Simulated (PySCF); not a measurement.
## Run report: C5H5F3S, excited-state calculation

- system: C5H5F3S, SMILES C#C[C@@H](F)C(F)(F)CS
- method: TDDFT B3LYP/def2-SVPD, vertical, gas phase, core orbitals frozen in the response (PySCF 2.14.0)

The geometry comes from this level: GFN2-xTB.

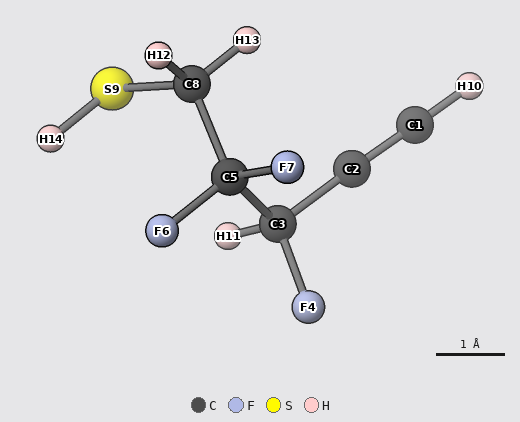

Figure 1. The structure as given in the input (ball-and-stick view, seen at a tilt; atoms are numbered from 1 in the order of the input). Bond lengths as drawn: C–C 1.20 to 1.54 Å, C–F 1.36 to 1.37 Å, C–H 1.05 to 1.10 Å, C–S 1.82 Å and H–S 1.33 Å.

## Results in brief

| quantity | value |
| --- | --- |
| outcome | converged |
| total energy | −890.734810 hartree |
| HOMO | −7.32 eV |
| LUMO | −0.65 eV |
| dipole moment | 2.66 D |
| mean polarisability | 79.98 a.u. |
| lowest singlet excitation | 5.73 eV |
| hardware | 1 CPU thread, shared host |
| wall time | 98 s |
| peak memory | 1 GiB |

## Input
```
{"job": {"kind": "uv", "xc": "B3LYP", "basis": "def2-SVPD", "nstates": 8, "ntriplets": 3}, "charge": 0, "multiplicity": 1}
C      2.665582     0.015347    -0.703084
C      1.489072     0.075041    -0.909828
C      0.064652     0.097832    -1.189632
F     -0.200916    -0.488055    -2.403562
C     -0.716828    -0.645724    -0.084097
F     -2.045005    -0.639884    -0.387040
F     -0.362520    -1.957712    -0.055248
C     -0.505374    -0.056277     1.308173
S     -0.970805     1.701504     1.398005
H      3.697823    -0.011952    -0.517335
H     -0.307358     1.131348    -1.247092
H     -1.093920    -0.624906     2.029264
H      0.551671    -0.115426     1.565485
H     -2.266751     1.518391     1.148933
```

The first line tells a small driver script what to run in PySCF; the rest is the geometry in Å.

Launched with:
```bash
OMP_NUM_THREADS=1 python <driver script> task.json out
```

## The program's output
```
coarse grid: 13416 points
cycle   1  E = -890.4889129502  dE =  1.188e+00  |g| = 8.516e-01  |ddm| = 1.066e+01
cycle   2  E = -890.2826319116  dE =  2.063e-01  |g| = 1.412e+00  |ddm| = 3.479e+00
cycle   3  E = -890.6166486881  dE = -3.340e-01  |g| = 1.652e-01  |ddm| = 1.694e+00
cycle   4  E = -890.6208162959  dE = -4.168e-03  |g| = 1.046e-01  |ddm| = 3.645e-01
cycle   5  E = -890.6233417608  dE = -2.525e-03  |g| = 2.858e-02  |ddm| = 1.594e-01
cycle   6  E = -890.6235326709  dE = -1.909e-04  |g| = 6.185e-03  |ddm| = 5.886e-02
cycle   7  E = -890.6235419922  dE = -9.321e-06  |g| = 1.559e-03  |ddm| = 1.349e-02
final grid: 129464 points
cycle   8  E = -890.7347987998  dE = -4.528e-05  |g| = 7.671e-03  |ddm| = 1.361e-01
cycle   9  E = -890.7347823546  dE =  1.645e-05  |g| = 1.242e-02  |ddm| = 2.169e-02
cycle  10  E = -890.7348094123  dE = -2.706e-05  |g| = 7.278e-04  |ddm| = 1.284e-02
cycle  11  E = -890.7348094913  dE = -7.900e-08  |g| = 4.327e-04  |ddm| = 1.847e-03
cycle  12  E = -890.7348095320  dE = -4.076e-08  |g| = 1.683e-04  |ddm| = 6.956e-04
cycle  13  E = -890.7348095390  dE = -6.949e-09  |g| = 2.665e-05  |ddm| = 2.738e-04
cycle  14  E = -890.7348095391  dE = -1.583e-10  |g| = 7.664e-06  |ddm| = 6.074e-05
```

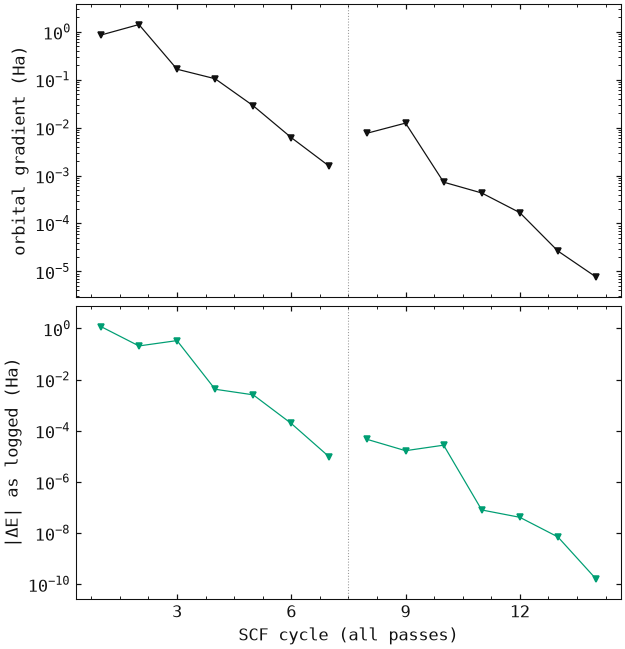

Figure 2. Convergence of the self-consistent field: orbital gradient and size of the energy change against the SCF cycle. The dotted line marks the change from a coarse to the final integration grid. The first 7 cycles use a coarse grid, the final grid takes over at cycle 8, and the field converges after 14 cycles in all.

```
converged SCF energy = -890.7348095391

Static polarisability (au): isotropic 79.977, principal 69.047 77.706 93.178

Singlet excitations
state   eV       nm        f      main configurations
  1   5.7331    216.3   0.00340   H->L+1 0.93
  2   5.8521    211.9   0.00068   H->L 0.90
  3   6.2103    199.6   0.02663   H->L+2 0.82, H->L+3 0.10
  4   6.2598    198.1   0.00210   H-1->L 0.82
  5   6.5733    188.6   0.01565   H->L+3 0.70, H-2->L 0.13, H->L+2 0.09
  6   6.7717    183.1   0.00936   H-2->L 0.43, H-1->L+3 0.21, H->L+3 0.17
  7   7.0564    175.7   0.00014   H-2->L+3 0.60, H-2->L+2 0.31
  8   7.1765    172.8   0.01724   H->L+4 0.77, H->L+5 0.13

Triplet excitations (Tamm-Dancoff, eV): 5.2781 5.3391 5.6033
```

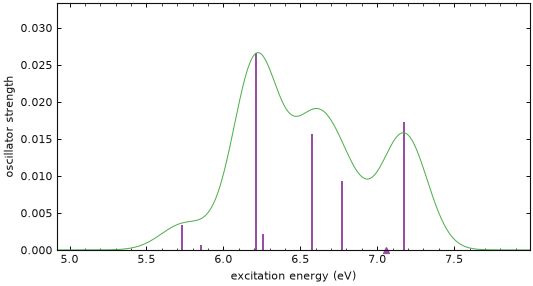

Figure 3. Computed excitations as sticks (degenerate states added up, dark ones marked on the axis), with a Gaussian envelope of 0.35 eV full width at half maximum, scaled to the tallest. Of the 8 states the lowest lies at 5.73 eV (f = 0.003); the strongest line is at 6.21 eV, or 200 nm (f = 0.027).

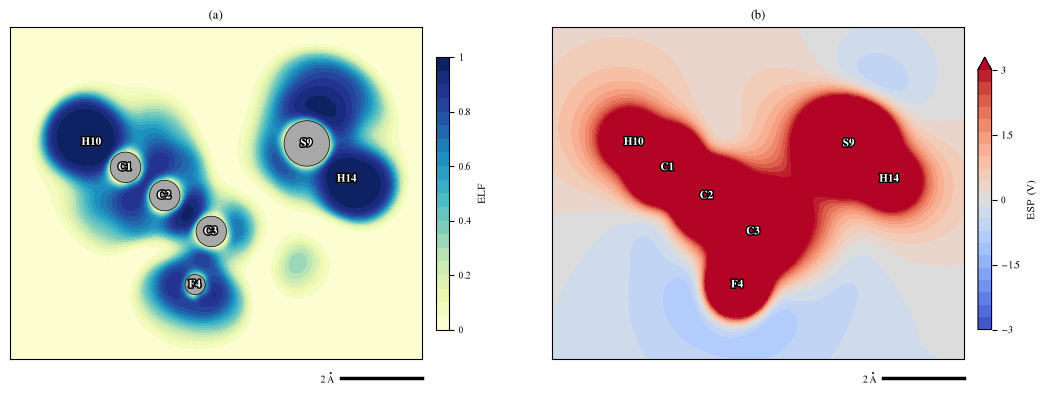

Figure 4. (a) ELF; (b) electrostatic potential on the plane of atoms C2, C3 and F4. Grey discs, where drawn, cover atomic cores. The plane passes through C, F, S and H nuclei. C–C (1.20 Å): the ELF peaks at about 0.85 between the atoms (a multiple bond by its length, whose ELF region spreads away from the axis). S–H (1.33 Å): the ELF climbs to about 1 towards the hydrogen.

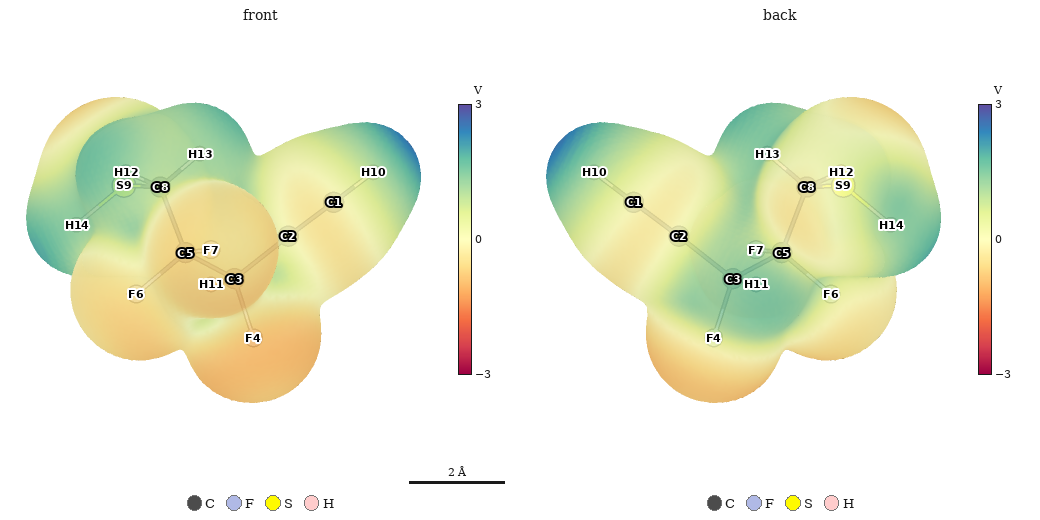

Figure 5. The molecular electrostatic potential painted on the density surface at 0.004 e/bohr³, seen face on and from behind; the colour scale runs from red (negative) to blue (positive). Its dipole moment is 2.66 D.

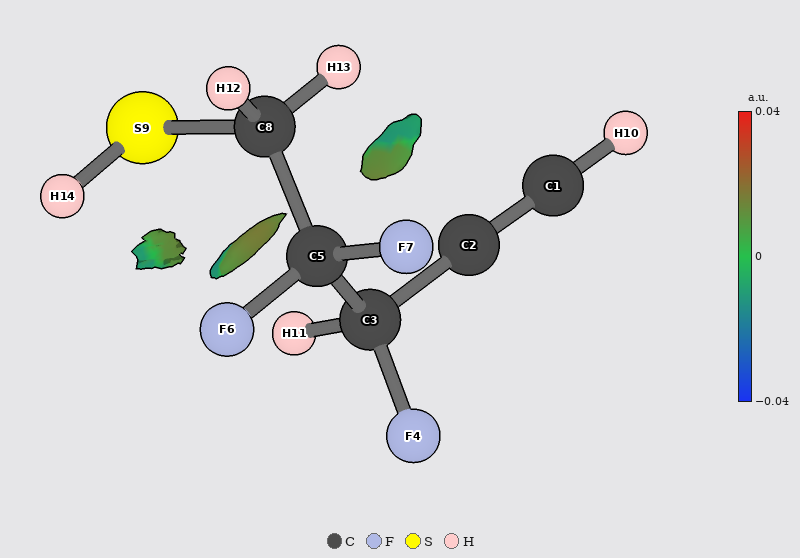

Figure 6. Non-covalent interaction (NCI) plot: the surface where the reduced density gradient is 0.5, for densities under 0.05 a.u., coloured by sign(λ₂)ρ; seen at a tilt. Between F6 and C5 on one side and S9 and H14 on the other: a weak, van der Waals-like contact (green)
